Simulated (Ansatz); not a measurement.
# C2H3OZn (doublet): what the fields show

The calculation's input:

```
crystal:
  periodic: [false, false, false]
  atoms:
    - symbol: C
      position_ang: [-0.222255, -0.308279, 0.036839]
    - symbol: C
      position_ang: [-1.443017, -0.039689, -0.445145]
    - symbol: O
      position_ang: [-2.606703, -0.596232, -0.125374]
    - symbol: Zn
      position_ang: [-2.733729, -1.966727, 1.160952]
    - symbol: H
      position_ang: [-0.059157, -1.073286, 0.800632]
    - symbol: H
      position_ang: [0.646857, 0.235211, -0.324452]
    - symbol: H
      position_ang: [-1.557328, 0.737967, -1.211794]
basis:
  gaussian:
    orbitals: def2-TZVPD
magnetization:
  spin_polarized: true
  initial_magnetization: 1
hamiltonian:
  xc: pbe0
output:
  forces: true
  orbitals: {seedname: orbitals}
```

Command:

```sh
ansatz run input.yaml --threads 2 --pin off --max-ram 4350MiB --events-out events.jsonl --progress --plain --runs-dir runs
```

Geometry: PBE0-D3(BJ)/pcseg-1.

Method: isolated molecule in a Gaussian basis; Kohn-Sham density functional theory, functional PBE0 (Ansatz 0.2.0).

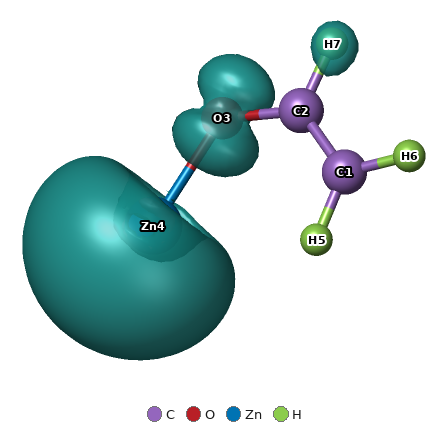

Figure 1. Isosurfaces of the spin density (α minus β) at +0.015 (teal) and −0.015 e/Å³ (pink), seen at a tilt.

### Where is the unpaired spin?

The unpaired spin (1 electron) lies mostly on Zn4 (about 0.8) and O3 (about 0.1), in electrons by Hirshfeld's partition.

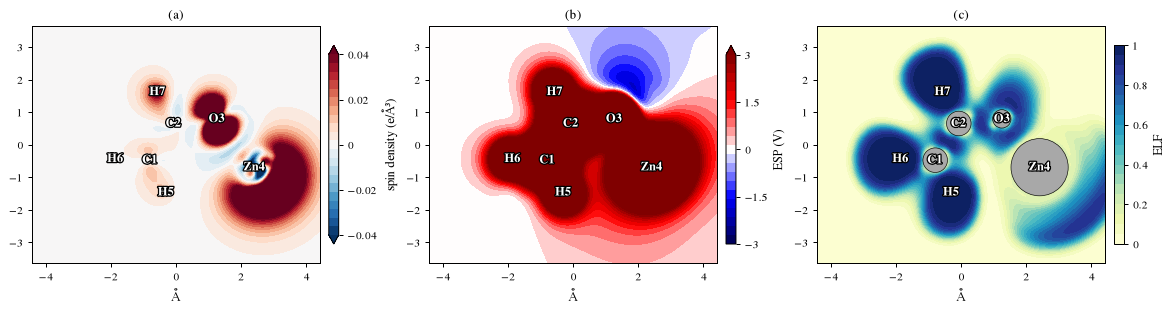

Figure 2. (a) spin density; (b) molecular electrostatic potential; (c) electron localisation function on the molecular plane. Grey discs cover the atomic cores in the ELF map.

### Interpret the plot.

- The plane passes through C, O, Zn and H nuclei.
- C–O (1.33 Å): the ELF peaks at about 0.90 between the atoms: a polar covalent bond.
- C–C (1.34 Å): the ELF peaks at about 0.90 between the atoms; a multiple bond.
- Zn–O (1.88 Å): the ELF peaks at about 0.85 in the valence shell of O, 0.6 Å from its nucleus, and is about 0.20 at the midpoint.
- C–H (1.09 Å): the ELF climbs to about 1 towards the hydrogen, as it does in any bond to H: an ordinary covalent bond to hydrogen.
- The ELF also peaks beside O3, away from the bonds: non-bonding electrons, paired or unpaired.
- Outside the dense part of the molecule the potential is most negative (−1.9 V) near O3.

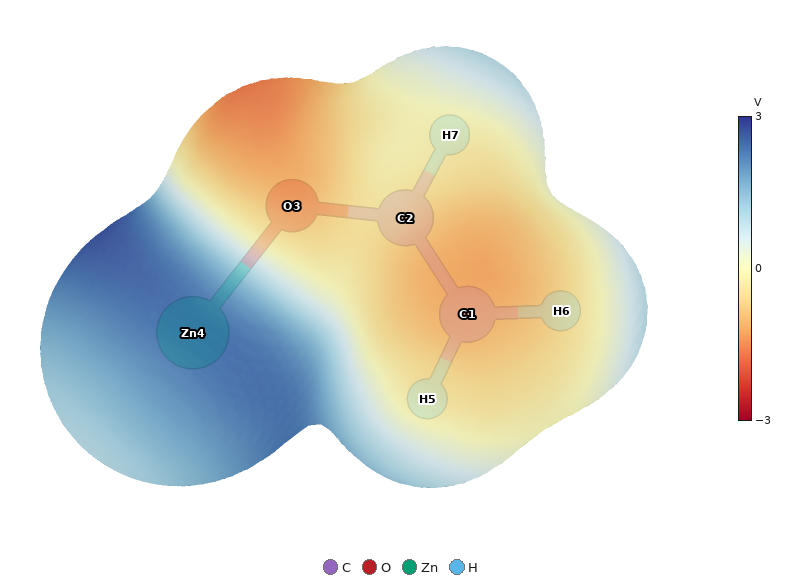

Figure 3. The molecular electrostatic potential painted on the density surface at 0.004 e/bohr³, seen across its widest extent; the colour scale runs from red (negative) to blue (positive).

### Which sites attract a positive test charge, and which a negative one?

A positive charge is drawn to the negative regions and a negative charge to the positive ones. The most negative region (about −1.6 V) lies over O3, the most positive (about +2.7 V) over Zn4. O3 is the likeliest acceptor of a hydrogen bond.

### What dipole moment does the calculation give?

Its dipole moment is 2.18 D.
